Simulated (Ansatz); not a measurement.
# CH3Ga···HCl: what the fields show

The calculation's input:

```
crystal:
  periodic: [false, false, false]
  atoms:
    - {symbol: Ga, position_ang: [0.028335, -0.333781, -0.274737]}
    - {symbol: Cl, position_ang: [0.288161, -3.223950, -2.660668]}
    - {symbol: H, position_ang: [0.197076, -2.214191, -1.826635]}
    - {symbol: C, position_ang: [-0.108373, 1.215471, 1.002904]}
    - {symbol: H, position_ang: [-1.115709, 1.288520, 1.427699]}
    - {symbol: H, position_ang: [0.112232, 2.162838, 0.498567]}
    - {symbol: H, position_ang: [0.598280, 1.105195, 1.832972]}
basis:
  gaussian: {orbitals: def2-TZVPP}
hamiltonian: {xc: pbe0, dispersion: d4}
output: {orbitals: {seedname: orbitals}}
```

Run with:

```sh
ansatz run in.yaml --threads 2 --pin off --events-out ev --progress --plain --max-ram 4352MiB
```

The product side of a reaction path; geometry: PBE0-D4/def2-TZVP.

Theory: RKS PBE0-D4/def2-TZVPP (Ansatz 0.2.0).

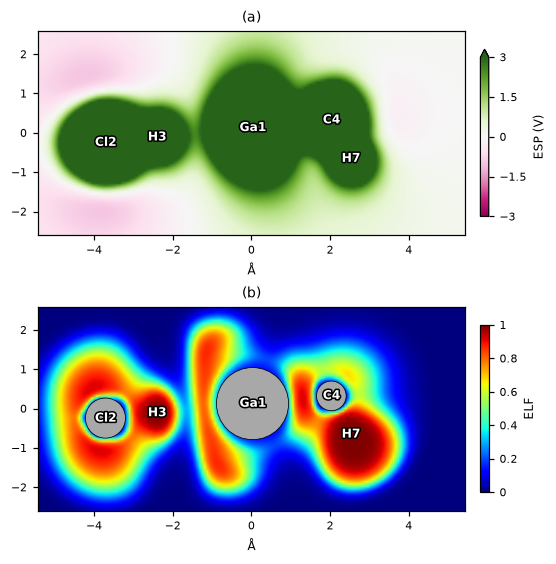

Figure 1. (a) molecular electrostatic potential; (b) electron localisation function on the plane of atoms Ga1, C4 and H7. Grey discs cover the atomic cores in the ELF map.

> Describe what can be read from this map.

The section cuts through Ga, Cl, H and C sites. Ga1···H3 (2.44 Å): the ELF dips to about 0.30 between them. C–Ga (2.01 Å): the ELF peaks at about 0.90 in the valence shell of C, 0.7 Å from its nucleus, and is about 0.55 at the midpoint. C–H (1.10 Å): the ELF climbs to about 1 towards the hydrogen, as it does in any bond to H (a covalent bond by its length). Cl–H (1.31 Å): the ELF climbs to about 1 towards the hydrogen (a covalent bond by its length). The ELF also peaks beside Cl2, away from the bonds: lone-pair regions. Outside the dense part of the complex the potential is most negative (−1.0 V) near Cl2.

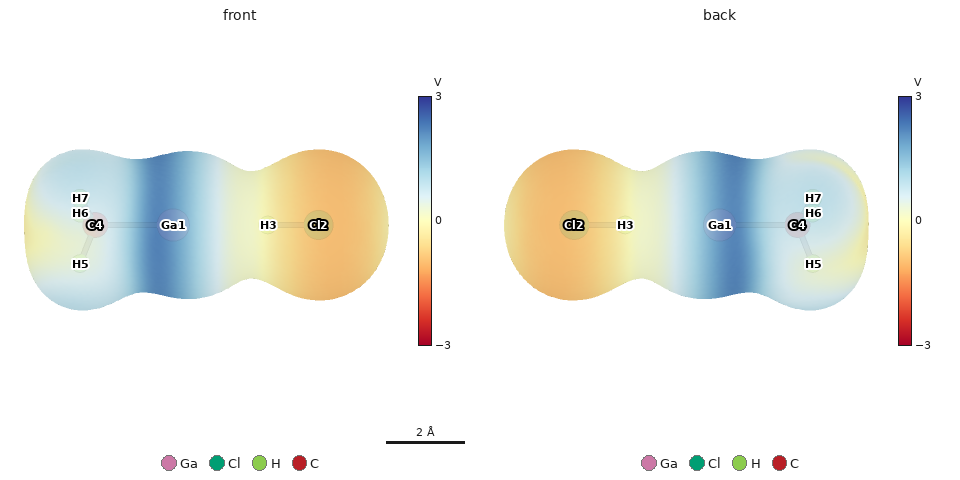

Figure 2. The molecular electrostatic potential painted on the density surface at 0.002 e/bohr³, seen from the front and from behind; red is negative and blue positive.

> Which sites attract a positive test charge, and which a negative one?

A positive charge is drawn to the negative regions and a negative charge to the positive ones. The most negative region (about −1.0 V) lies over Cl2, the most positive (about +2.2 V) over Ga1.

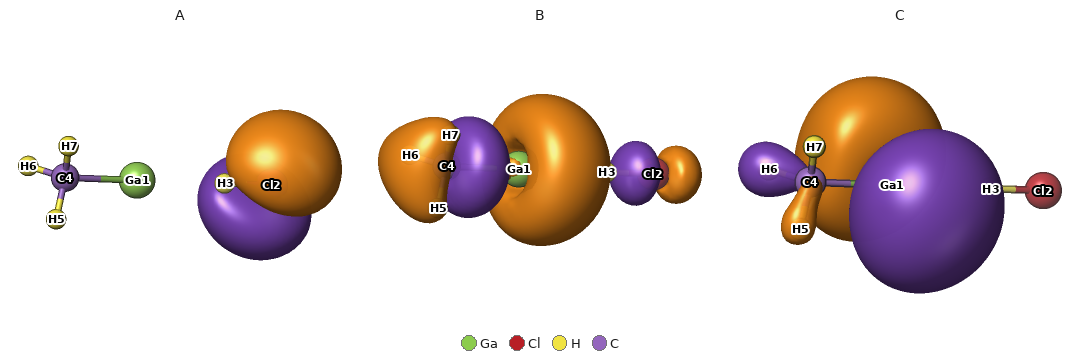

Figure 3. Three frontier orbitals at ±0.08 Å⁻³ᐟ² (orange and purple are the two phases), in no order.

> Order the three orbitals by energy and name them.

A is the HOMO−1 (−8.65 eV). Its weight (Hirshfeld) is mainly on Cl2 (about 95 %); largely a lone pair of Cl2. B is the HOMO (−6.25 eV). By Hirshfeld shares it lies mainly on Ga1 (about 55 %) and C4 (about 25 %). C is the LUMO (−1.74 eV). It lies mainly on Ga1 (about 90 %).

> What is the HOMO–LUMO gap?

4.51 eV between the orbital energies.

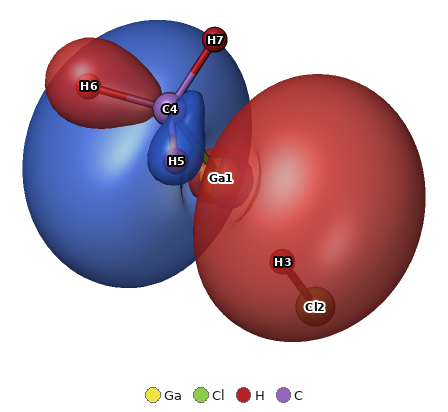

Figure 4. The LUMO at ±0.08 Å⁻³ᐟ² (blue and red are the two phases), seen at an oblique angle.

> What is the character of this orbital?

Its weight (Hirshfeld) is mainly on Ga1 (about 90 %). Its energy is −1.74 eV.
